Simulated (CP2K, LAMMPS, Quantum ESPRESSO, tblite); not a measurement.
**Codes compared on glassy B2O3 (150 atoms)**

How near do other programs and methods come to a plane-wave reference for glassy B2O3 (150 atoms)? A plane-wave run serves as the reference.

Calculated with Quantum ESPRESSO 7.5; Kohn-Sham DFT, PBE, SSSP efficiency 1.3.0 pseudopotentials, plane waves.

**1. The starting structure**

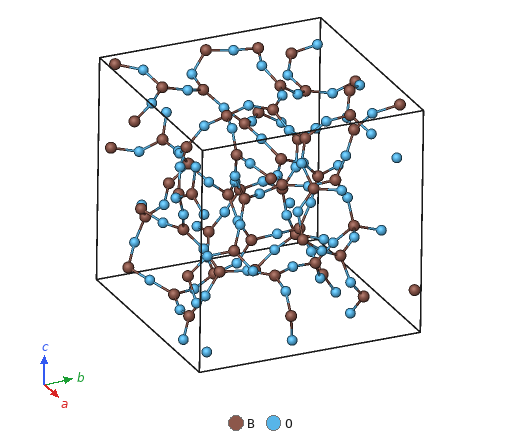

The starting structure, seen slightly off an axis (boron brown, oxygen blue). Bonds to atoms that aren't drawn are left out. Some periodic images of atoms are drawn too.

The cell holds 150 atoms: 60 B and 90 O. Cell: a = 12.043 Å, b = 12.043 Å, c = 12.043 Å, α = 90.0°, β = 90.0°, γ = 90.0°. 150 atoms (60 B, 90 O) placed at random at 1.93 g/cm³, melted at 3000 K for 20 ps at fixed volume with the Buckingham and Coulomb pair potential of Guillot and Sator (Geochim. Cosmochim. Acta 71, 1249 (2007)) with the boron terms of Wang et al. (J. Non-Cryst. Solids 498, 294 (2018)). Quenched from 3000 K to 300 K at 100 K/ps and fixed volume, held 10 ps at zero pressure.

**2. Reference: Quantum ESPRESSO, plane waves**

The input, pw.in:

```
&control
  calculation = 'scf'
  pseudo_dir = './pseudo'
  outdir = './tmp'
  disk_io = 'none'
  tprnfor = .true.
  tstress = .true.
/
&system
  ibrav = 0
  nat = 150
  ntyp = 2
  ecutwfc = 60
  ecutrho = 480
  nosym = .true.
  occupations = 'smearing'
  smearing = 'fd'
  degauss = 0.003675
/
&electrons
  conv_thr = 7.5e-07
  electron_maxstep = 100
  mixing_beta = 0.4
  mixing_mode = 'plain'
  diagonalization = 'david'
/
ATOMIC_SPECIES
B 10.810 B.upf
O 15.999 O.upf
CELL_PARAMETERS angstrom
12.04324 0.00000 0.00000
0.00000 12.04324 0.00000
0.00000 0.00000 12.04324
ATOMIC_POSITIONS crystal
B 0.87755 0.20773 0.45938
B 0.40125 0.40212 0.47854
B 0.44234 0.62050 0.61648
B 0.45143 0.13926 0.09701
B 0.06304 0.84001 0.89429
B 0.24082 0.53086 0.40947
B 0.98935 0.31716 0.81213
B 0.74315 0.72619 0.62869
B 0.18419 0.41903 0.21653
B 0.91971 0.54438 0.69678
B 0.65244 0.52746 0.60546
B 0.77556 0.57138 0.85846
[... 134 atom lines left out ...]
O 0.26222 0.37732 0.14256
O 0.44635 0.42485 0.18373
O 0.57684 0.09896 0.73131
O 0.79739 0.91234 0.39105
K_POINTS gamma
```

On the command line:

```
$ OMP_NUM_THREADS=1 mpirun -np 4 pw.x -in pw.in > output.txt
```

Numbers of over 12 decimals in the logs are rounded to 6 here.

Output:

```text
Program PWSCF
     gamma-point specific algorithms are used
     one sub-group per band group will be used
     scalapack distributed-memory algorithm (size of sub-group:  2*  2 procs)
     Parallelization info
     sticks:   dense  smooth     PW     G-vecs:    dense   smooth      PW
     Min        4948    2478    616               523355   184942   23116
     Max        4950    2480    618               523366   184948   23118
     Sum       19797    9917   2469              2093443   739781   92469
     bravais-lattice index     =            0
     lattice parameter (alat)  =      22.7584  a.u.
     unit-cell volume          =   11787.6335 (a.u.)^3
     number of atoms/cell      =          150
     number of atomic types    =            2
     number of electrons       =       720.00
[... lines left out ...]
     scf convergence threshold =      7.5E-07
[... lines left out ...]
     number of k points=     1  Fermi-Dirac smearing, width (Ry)=  0.0037
[... lines left out ...]
     total energy              =   -4138.98675669 Ry
[... lines left out ...]
     total energy              =   -4144.92901990 Ry
[... lines left out ...]
     total energy              =   -4144.88432570 Ry
[... lines left out ...]
     total energy              =   -4144.95381706 Ry
[... lines left out ...]
     total energy              =   -4144.95381953 Ry
[... lines left out ...]
   -21.9411 -19.1936 -19.1859 -19.0881 -18.8694 -18.8255 -18.7695 -18.7192
   -18.6560 -18.6129 -18.5665 -18.5562 -18.5128 -18.4352 -18.4246 -18.3802
   -18.3137 -18.2925 -18.2698 -18.2473 -18.1936 -18.1249 -18.0837 -18.0600
[...]
9.1177   9.1411   9.2120   9.2805   9.3016   9.3186   9.3668   9.5041
     9.5284   9.5620   9.5953   9.6606   9.7601   9.8371   9.8794   9.9249
     the Fermi energy is     3.7490 ev
!    total energy              =   -4144.95382005 Ry
     estimated scf accuracy    <       0.00000005 Ry
     smearing contrib. (-TS)   =      -0.00000000 Ry
     internal energy E=F+TS    =   -4144.95382005 Ry
     The total energy is F=E-TS. E is the sum of the following terms:
     one-electron contribution =   -2091.93990016 Ry
     hartree contribution      =    1385.54174177 Ry
     xc contribution           =    -849.53162454 Ry
     ewald contribution        =   -1734.56536868 Ry
     one-center paw contrib.   =    -854.45866844 Ry
     convergence has been achieved in  10 iterations
     Forces acting on atoms (cartesian axes, Ry/au):
     atom    1 type  1   force =    -0.05596343    0.02942621    0.01539212
     atom    2 type  1   force =    -0.05889869    0.01499109   -0.06379527
     atom    3 type  1   force =     0.02646884    0.01946169   -0.03365630
[...]
atom  149 type  2   force =    -0.02515139    0.00927086    0.02484413
     atom  150 type  2   force =     0.02118179    0.07324370   -0.00317631
     Total force =     0.786262     Total SCF correction =     0.000444
     Computing stress (Cartesian axis) and pressure
          total   stress  (Ry/bohr**3)                   (kbar)     P=     -104.62
  -0.00063836   0.00009290   0.00012805          -93.91       13.67       18.84
   0.00009290  -0.00085789   0.00001864           13.67     -126.20        2.74
   0.00012805   0.00001864  -0.00063730           18.84        2.74      -93.75
     Message from routine punch:
     Nothing written, as per user request (disk_io='none')
```

It took 5.6 min on 4 MPI ranks of Arm Neoverse V1, shared host; peak memory 6.7 GiB; 22 min of CPU time.

Banners, paths, timers and routine set-up lines are dropped from the logs unmarked, and long logs keep their key lines alone; longer cuts are marked.

Numbers from this run:

- r.m.s. force component: 0.953 eV/Å
- longest force: 4.963 eV/Å
- pressure: -10.46 GPa
- gap (highest filled to lowest empty level): 2.281 eV

**3. What was run beside it**

The programs:
- CP2K 2026.2: Gaussian basis with GTH pseudopotentials and a plane-wave density; labels give functional, basis (MOLOPT sets; SR short-range, UZH the newer set with its own potentials), grid cutoff/relative cutoff and solver (OT: orbital transformation; TRS4, TC2, SIGN: linear-scaling purification with its sparsity filter), or its built-in tight binding.
- tblite 0.8.0: extended tight binding, driven from Python.

All use the same cell and atoms; the electronic-structure runs use the same k-mesh, and an electronic temperature of 580 K (0.05 eV) where levels are smeared.

Differences are against the plane-wave reference, forces as r.m.s. over components; share is that over the reference's r.m.s. force, slope the least-squares factor from reference forces to these. Total energies of different programs have different zeros and aren't compared.

| run | Δ force, r.m.s. (meV/Å) | share (%) | slope | Δ pressure (GPa) | Δ gap (eV) | cores | CPU time | memory (GiB) |
| --- | --- | --- | --- | --- | --- | --- | --- | --- |
| reference | - | - | - | - | - | 4 | 22 min | 6.7 |
| CP2K GFN1-xTB, OT DIIS | 260 | 27.3 | 0.859 | -4.03 | - | 2 | 11 s | 0.36 |
| CP2K PBE, DZVP-UZH, 210/50 Ry, OT CG (coarse) | 155 | 16.2 | 1.025 | 2.23 | -0.156 | 4 | 17 min | 1.8 |
| CP2K PBE, DZVP-UZH, 300/50 Ry, OT CG (coarse) | 170 | 17.8 | 1.021 | 2.10 | -0.154 | 4 | 18 min | 2.1 |
| CP2K PBE, DZVP-UZH, 600/50 Ry, diagonalisation | 93.6 | 9.82 | 1.025 | 1.82 | -0.157 | 4 | 10 min | 6.2 |
| CP2K PBE, SZV-MOLOPT-SR, 600/50 Ry, OT CG (coarse) | 606 | 63.5 | 0.973 | 20.8 | -0.804 | 2 | 11 min | 2.2 |
| CP2K PBE, SZV-MOLOPT-SR, 600/50 Ry, SIGN filter 1e-03, SCF 1e-04 (coarse) | 623 | 65.4 | 0.952 | 21.2 | - | 2 | 3.6 min | 2.2 |
| CP2K PBE, SZV-MOLOPT-SR, 600/50 Ry, SIGN filter 1e-06, SCF 1e-06 (coarse) | 608 | 63.8 | 0.973 | 20.9 | - | 2 | 11 min | 2.2 |
| CP2K PBE, SZV-MOLOPT-SR, 600/50 Ry, SIGN filter 1e-07, SCF 1e-07 (coarse) | 606 | 63.6 | 0.973 | 20.8 | - | 2 | 12 min | 2.2 |
| tblite GFN1-xTB | 241 | 25.3 | 0.883 | 0.628 | - | 1 | 4.4 s | 0.14 |

Rows marked coarse were listed beforehand as settings not expected to be converged; some can still land near the reference.

CPU time is summed over cores on a shared host, where runs went side by side, so it is rough. Symmetry, cutoffs, thresholds, outputs and thread counts weren't matched or tuned between programs; memory under MPI is the largest rank's times the ranks.

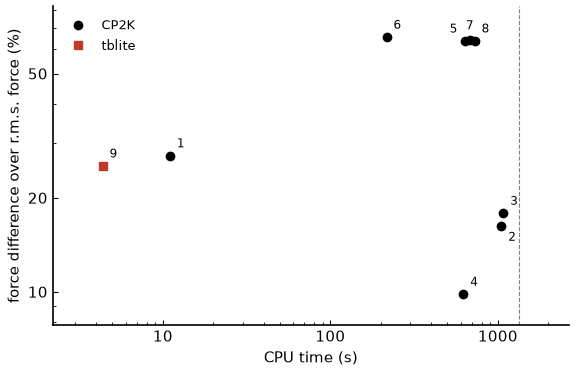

Force difference against CPU time; the dashed line marks the reference's time. Points: 1 CP2K GFN1-xTB, OT DIIS; 2 CP2K PBE, DZVP-UZH, 210/50 Ry, OT CG; 3 CP2K PBE, DZVP-UZH, 300/50 Ry, OT CG; 4 CP2K PBE, DZVP-UZH, 600/50 Ry, diagonalisation; 5 CP2K PBE, SZV-MOLOPT-SR, 600/50 Ry, OT CG; 6 CP2K PBE, SZV-MOLOPT-SR, 600/50 Ry, SIGN filter 1e-03, SCF 1e-04; 7 CP2K PBE, SZV-MOLOPT-SR, 600/50 Ry, SIGN filter 1e-06, SCF 1e-06; 8 CP2K PBE, SZV-MOLOPT-SR, 600/50 Ry, SIGN filter 1e-07, SCF 1e-07; 9 tblite GFN1-xTB.

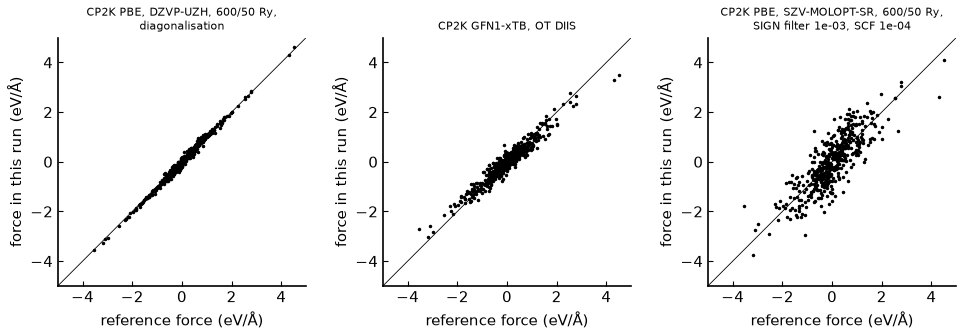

Force components against those of the reference; the line marks equality.

Mean charges by element (e), by run and scheme:

| run | scheme | B | O |
| --- | --- | --- | --- |
| CP2K GFN1-xTB, OT DIIS | Mulliken | +0.86 | -0.57 |
| CP2K PBE, DZVP-UZH, 600/50 Ry, diagonalisation | Mulliken | +0.42 | -0.28 |
| CP2K PBE, DZVP-UZH, 600/50 Ry, diagonalisation | Hirshfeld | +0.32 | -0.21 |
| tblite GFN1-xTB | Mulliken | +0.68 | -0.46 |

Within one program, basis, potentials and functional, energies share a zero. Each run against its twin at the usual cutoff or grid and solver:

| run | twin | Δ energy (meV/atom) | Δ force, r.m.s. (meV/Å) | CPU time over the twin's |
| --- | --- | --- | --- | --- |
| CP2K PBE, DZVP-UZH, 210/50 Ry, OT CG | DZVP-UZH, 600/50 Ry, diagonalisation | -13.3 | 138 | 1.7 |
| CP2K PBE, DZVP-UZH, 300/50 Ry, OT CG | DZVP-UZH, 600/50 Ry, diagonalisation | -6.41 | 151 | 1.7 |
| CP2K PBE, SZV-MOLOPT-SR, 600/50 Ry, SIGN filter 1e-03, SCF 1e-04 | SZV-MOLOPT-SR, 600/50 Ry, OT CG | -13.7 | 140 | 0.34 |
| CP2K PBE, SZV-MOLOPT-SR, 600/50 Ry, SIGN filter 1e-06, SCF 1e-06 | SZV-MOLOPT-SR, 600/50 Ry, OT CG | 0.0229 | 11.8 | 1.1 |
| CP2K PBE, SZV-MOLOPT-SR, 600/50 Ry, SIGN filter 1e-07, SCF 1e-07 | SZV-MOLOPT-SR, 600/50 Ry, OT CG | -0.0101 | 2.6 | 1.1 |

**4. Outcome**

```yaml
reference_r_m_s_force_component: 0.953 eV/Å
nearest_in_forces: CP2K PBE, DZVP-UZH, 600/50 Ry, diagonalisation, 9.8 %
farthest_in_forces: CP2K PBE, SZV-MOLOPT-SR, 600/50 Ry, SIGN filter 1e-03, SCF 1e-04 (coarse), 65 %
cheapest_electronic_structure_run_beside_the_reference: tblite GFN1-xTB, 4.4 s of CPU time
```

The PBE run in local orbitals, coarse settings apart, differs by 9.8 % (CP2K PBE, DZVP-UZH, 600/50 Ry, diagonalisation); basis, grid and potentials can all enter. Tight binding differs by 25 % (tblite GFN1-xTB) to 27 % (CP2K GFN1-xTB, OT DIIS); it is another model, with fitted parameters of its own, and the xTB methods hold dispersion. Runs with settings chosen to be coarse differ by 16 % (CP2K PBE, DZVP-UZH, 210/50 Ry, OT CG) to 65 % (CP2K PBE, SZV-MOLOPT-SR, 600/50 Ry, SIGN filter 1e-03, SCF 1e-04), their programs' other errors included. Of the electronic-structure runs that take under half the reference's CPU time, CP2K PBE, DZVP-UZH, 600/50 Ry, diagonalisation comes nearest, at 9.8 % in 10 min against 22 min; its pressure misses by +1.8 GPa. At the same functional, gaps differ from the reference's 2.28 eV by between -0.80 and -0.15 eV. In pressure, CP2K PBE, SZV-MOLOPT-SR, 600/50 Ry, SIGN filter 1e-03, SCF 1e-04 misses by +21.2 GPa, at the same functional. Charges hang on model, scheme and program or settings: among these rows the mean for B runs from +0.32 to +0.86 e. With SIGN, tightening the sparsity filter from 1e-03 to 1e-07, and the SCF threshold with it, takes the force difference from the cubic solver from 140 to 2.6 meV/Å, and the CPU time from 0.34 to 1.1 times the cubic solver's. In the reference: filled and empty levels are parted by 2.28 eV (on the run's k-points); a semilocal functional tends to put such gaps too low. In a disordered cell it changes from sample to sample, and tail or defect levels can set it. Periodic xTB results under one method name differ between programs and library versions. The reference's pressure holds the uncorrected Pulay stress of its 60 Ry basis, so small pressure differences, and their order, may be the reference's own error. The quench rate of 100 K/ps is many orders above laboratory rates, so the cell is likely richer in defects and strain than a real sample. The network of bonds at the start is that of the classical potential that made the cell, and needn't be the one that DFT or experiment would give. The reference's stress is far from hydrostatic: its diagonal is -9.4, -12.6, -9.4 GPa, compression counted positive. The electronic-structure runs sample only Γ, in a cell whose shortest periodic width is 12 Å.

[Also dropped from logs without a mark: logging warnings of Python, and SIESTA's first energy breakdown and zero terms.]

[Logs are printed without paths, hosts, clocks, repeated set-up lines and the standing remarks that a program may print on its own settings, such as how far it seeks lower states.]

[Hosts, paths, dates, database ids (printed as entryN), source tags and the programs' standing remarks are cut or masked in the printed files.]
